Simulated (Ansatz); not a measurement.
# Calculations on SiH2SClF3

**1. Relaxation**

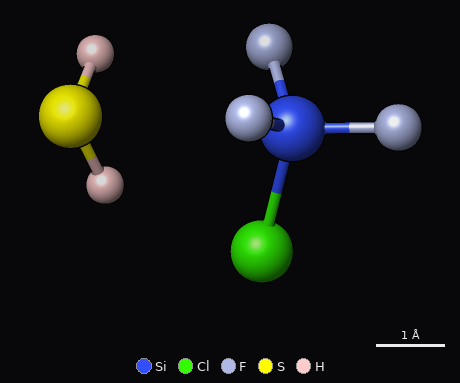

This is the input geometry for a relaxation of SiH2SClF3. Style: ball-and-stick. Shown at a tilt.

The run prepares an end point of a later path (reaction) calculation, from a guessed geometry.

All numbers below come from RKS PBE0-D4/def2-SVP in Ansatz.

Input file:
```yaml
crystal:
  periodic: [false, false, false]
  atoms:
    - { symbol: Si, position_ang: [0.232164, 0.069028, -0.024843] }
    - { symbol: Cl, position_ang: [0.326803, 0.023853, 2.062186] }
    - { symbol: F, position_ang: [1.732249, -0.079469, -0.542836] }
    - { symbol: F, position_ang: [-0.313469, 1.45244, -0.578599] }
    - { symbol: F, position_ang: [-0.570346, -1.184073, -0.593298] }
    - { symbol: S, position_ang: [-2.990852, 0.166475, 0.934675] }
    - { symbol: H, position_ang: [-3.020783, -1.066408, 0.393905] }
    - { symbol: H, position_ang: [-2.232765, -0.254645, 2.00451] }
basis:
  gaussian: { orbitals: def2-SVP }
hamiltonian:
  xc: pbe0
  dispersion: d4
relax:
  f_tol: 0.03
  max_steps: 50
output:
  orbitals: {}
```

Run as
```bash
ansatz run input.yaml --threads 2 --pin off --max-ram 3072MiB --backend cpu --events-out ev --progress --plain --runs-dir out
```

Predict the outcome.

Answer. H8 moves most after the best rigid fit: 0.58 Å. By element the largest moves are H 0.58 Å, Cl 0.26 Å, F 0.18 Å, S 0.16 Å, Si 0.16 Å. Among the contacts that change: Si1–Cl2 2.090 → 2.013 Å, S6–H8 1.377 → 1.349 Å. Bond angles that change, for instance: F4–Si1–F5 112.8° → 110.1°, Cl2–Si1–F3 106.3° → 108.9°. The energy falls by 0.118 eV in 9 accepted moves (11 points after the start). Largest force component: 1.2 eV/Å at the start, 0.014 eV/Å at the end. The line search rejected the trial steps at points 6, 10 of the run. Cost: 39 s on 2 threads of Arm Neoverse V1 (shared host), peak memory 0.24 GiB.

Final geometry:

```xyz
8

Si    0.3854    0.0794   -0.0480
Cl    0.5478    0.1032    1.9587
F     1.8390   -0.0888   -0.6813
F    -0.2281    1.4320   -0.6131
F    -0.4842   -1.1636   -0.5406
S    -3.1208    0.1687    1.0255
H    -3.0108   -0.9999    0.3600
H    -2.7654   -0.4038    2.1945
```

The end point in the same view:

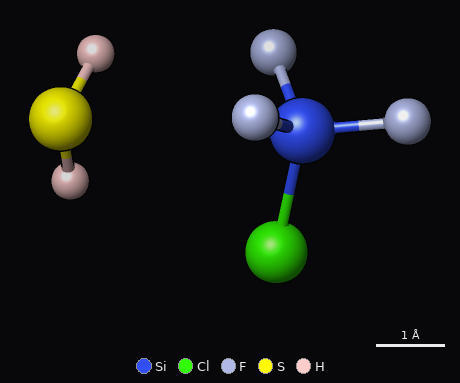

Limits of the set-up: the start holds two separate molecules, 2.6 Å apart at their closest, whose relative position is a soft coordinate.

**2. Relaxation**

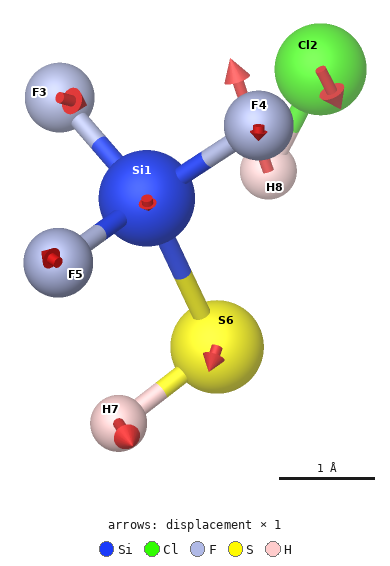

A relaxation of SiH₂SClF₃. The starting structure is drawn; red arrows show the displacements, at their true length. The two geometries are superimposed by the best rigid fit.

Style: ball-and-stick. Shown from a free direction.

The run prepares an end point of a later path (reaction) calculation, from a guessed geometry.

The calculation used RKS PBE0-D4/def2-SVP (Ansatz). (no spin polarisation; force threshold 0.03 eV/Å; at most 50 steps)

Which element moves most?

Answer. Hydrogen: up to 1.30 Å, against 0.55 Å for chlorine.

Describe the change and its energy.

Answer. After 21 accepted moves (26 points after the start) the energy has fallen by 0.117 eV. The largest force component goes from 0.89 to 0.028 eV/Å. The line search rejected the trial steps at points 7, 10, 15, 21, 24 of the run. H8 moves most after the best rigid fit: 1.30 Å. Largest moves by element: H 1.30 Å, Cl 0.55 Å, F 0.44 Å, S 0.29 Å, Si 0.18 Å. Near-neighbour distances that change, for instance: Si1–S6 2.142 → 2.094 Å, Cl2–H8 1.333 → 1.290 Å, Si1–F3 1.596 → 1.609 Å. Among the angles between lasting bonds that change: F3–Si1–F4 109.2° → 106.2°, F4–Si1–S6 111.8° → 114.3°. Groups turn about Si1–S6 by about 25°. The run took 87 s on 2 threads of Arm Neoverse V1, on a shared host, peak memory 0.24 GiB.

Limits of the set-up: the start holds two separate molecules, 2.6 Å apart at their closest, whose relative position is a soft coordinate.

**3. Path**

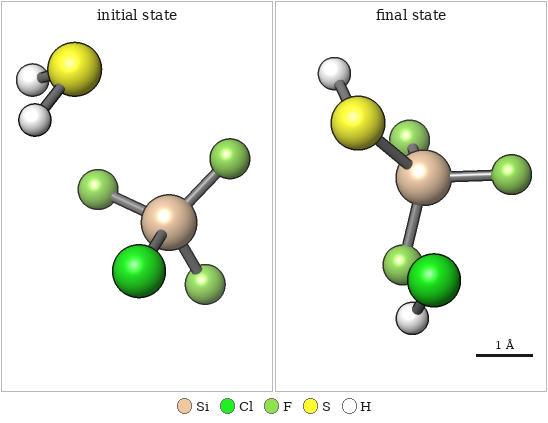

The two relaxed end points of a path for SiH2SClF3, made up at the start of SiClF3 and H₂S. A ball-and-stick model, seen from a free direction.

Level of theory: RKS PBE0-D4/def2-SVP (Ansatz 0.2.0).

Set-up: 7 movable images; climbing image; force threshold 0.05 eV/Å; iteration limit 60.

Start:
```xyz
8

Si    0.3862    0.0781   -0.0468
Cl    0.5466    0.1008    1.9601
F     1.8401   -0.0917   -0.6787
F    -0.2251    1.4316   -0.6119
F    -0.4846   -1.1637   -0.5407
S    -3.1209    0.1713    1.0235
H    -3.0118   -0.9971    0.3576
H    -2.7674   -0.4021    2.1926
```

End:
```xyz
8

Si   -0.6773   -0.1385   -0.2975
Cl   -0.4831    0.8841    2.9914
F     0.4548   -0.8722    0.5791
F    -0.1873    1.3694   -0.4845
F    -0.6650   -0.8326   -1.7415
S    -2.5901   -0.3269    0.5331
H    -3.0387   -0.9060   -0.6052
H     0.3498   -0.0501    2.6806
```

What barrier does the band find between them, and by what path?

The energy climbs by 1.41 eV to image 3 and then falls by 1.09 eV, so the end point sits at +0.31 eV. Breaking: S6–H8 (1.35 → 1.55 at the top → 3.65 Å), Si1–Cl2 (2.01 → 2.39 at the top → 3.45 Å). Forming: Cl2–H8 (3.36 → 1.65 at the top → 1.29 Å), Si1–S6 (3.67 → 2.29 at the top → 2.09 Å). The band converged in 33 iterations, with a climbing image at the top. At the top, the vibrational analysis gives one imaginary mode (589i cm⁻¹), as a transition state must have.

Energies of the converged images:

```csv
image,path (Å),E (eV)
0,0.00,0.000
1,1.36,0.065
2,2.72,0.611
3,4.08,1.406
4,5.00,0.527
5,5.92,0.367
6,6.84,0.374
7,7.76,0.347
8,8.68,0.313
```

The geometry at the top of the path:

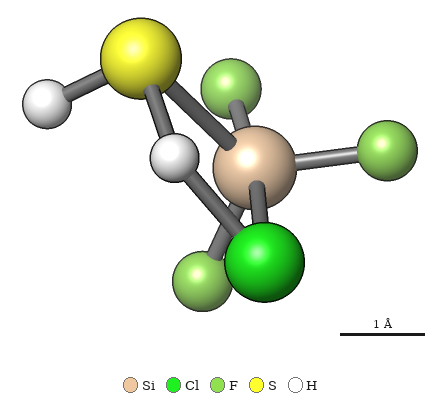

Limits of the set-up: the start holds two separate molecules, 2.7 Å apart at their closest, whose relative position is a soft coordinate.

Cost: 11 min on 2 threads of Arm Neoverse V1, with other jobs on the host, peak memory 0.26 GiB.
